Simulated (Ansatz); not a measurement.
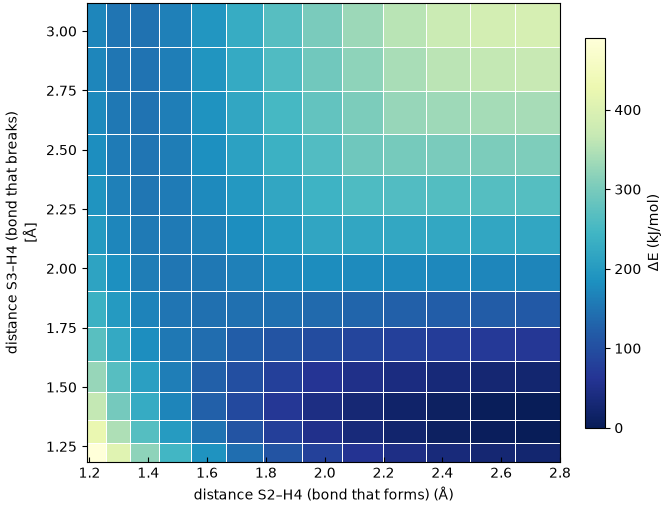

Energy landscape of the reacting system BH₃S₂. 
- Coordinates scanned: (1) distance S2–H4 (bond that forms); (2) distance S3–H4 (bond that breaks).
- Relaxed at each point: all other coordinates.
- Grid: 13 × 13 points.
- Points are written as (first, second).
- Energies are in kJ/mol, from the lowest grid point.
- Energies and slopes of some neighbouring points disagree (a jump in structure or state, or too coarse a mesh). The reference is spin-restricted, so regions where a bond is pulled apart into radicals lie too high.
- Computed with RKS SPW92 (LDA)/def2-TZVP in Ansatz.

Drawn: one coloured cell a grid point. 

> Where are the lowest and the highest points?

The lowest grid point is at (2.724 Å, 1.416 Å). It lies at the edge of the scanned range, so the true minimum may lie outside. The highest grid point, (1.224 Å, 1.224 Å), lies 490 kJ/mol above the lowest.

Grid values (kJ/mol):

| second ↓, first → | 1.224 | 1.291 | 1.384 | 1.489 | 1.604 | 1.726 | 1.855 | 1.989 | 2.128 | 2.271 | 2.418 | 2.569 | 2.724 |
| --- | --- | --- | --- | --- | --- | --- | --- | --- | --- | --- | --- | --- | --- |
| 3.024 | 171 | 151 | 147 | 164 | 193 | 230 | 267 | 301 | 331 | 356 | 375 | 386 | 392 |
| 2.838 | 172 | 152 | 148 | 163 | 191 | 225 | 260 | 292 | 319 | 342 | 358 | 364 | 369 |
| 2.657 | 175 | 155 | 149 | 162 | 188 | 219 | 250 | 279 | 304 | 326 | 333 | 337 | 341 |
| 2.480 | 180 | 159 | 151 | 161 | 183 | 210 | 237 | 262 | 290 | 297 | 301 | 304 | 306 |
| 2.308 | 188 | 164 | 153 | 158 | 175 | 197 | 220 | 241 | 258 | 262 | 264 | 265 | 266 |
| 2.142 | 198 | 171 | 155 | 155 | 166 | 182 | 199 | 218 | 220 | 221 | 221 | 220 | 220 |
| 1.981 | 214 | 182 | 159 | 152 | 155 | 164 | 175 | 179 | 177 | 175 | 173 | 171 | 169 |
| 1.827 | 236 | 198 | 167 | 150 | 144 | 145 | 144 | 137 | 131 | 126 | 122 | 119 | 117 |
| 1.680 | 269 | 223 | 181 | 153 | 141 | 122 | 108 | 96 | 87 | 79 | 73 | 69 | 66 |
| 1.542 | 326 | 267 | 207 | 161 | 126 | 100 | 79 | 63 | 50 | 40 | 33 | 28 | 25 |
| 1.416 | 365 | 297 | 226 | 170 | 126 | 92 | 66 | 46 | 30 | 18 | 10 | 4 | 0 |
| 1.305 | 424 | 347 | 266 | 200 | 148 | 108 | 77 | 53 | 35 | 21 | 11 | 5 | 1 |
| 1.224 | 490 | 407 | 319 | 246 | 188 | 143 | 108 | 81 | 61 | 46 | 36 | 29 | 24 |

The input of one point:

```yaml
crystal:
  periodic: [false, false, false]
  atoms:
    - { symbol: B, position_ang: [-0.450031, -0.039749, -0.265608] }
    - { symbol: S, position_ang: [0.564783, -0.527835, 1.102138] }
    - { symbol: S, position_ang: [0.224988, 1.160343, -1.381579] }
    - { symbol: H, position_ang: [1.45778, 1.308427, -0.70088] }
    - { symbol: H, position_ang: [-1.547018, -0.475703, -0.468255] }
    - { symbol: H, position_ang: [-0.250504, -1.42548, 1.714085] }
basis:
  gaussian: { orbitals: def2-TZVP }
hamiltonian:
  xc: lda
output:
  forces: true
relax:
  f_tol: 0.02
  max_steps: 50
  escape_saddle: false
  constraints: [{ distance: [1, 3] }, { distance: [2, 3] }]
scf:
  lower_state_search: "off"
```

Each point was launched as `ansatz run input.yaml --threads 1 --pin off --max-ram 2560MiB --backend cpu --events-out ev --progress --plain --runs-dir out`. Time for the 169 points that were run: 24 min on 1 thread of Arm Neoverse V1 (shared host).
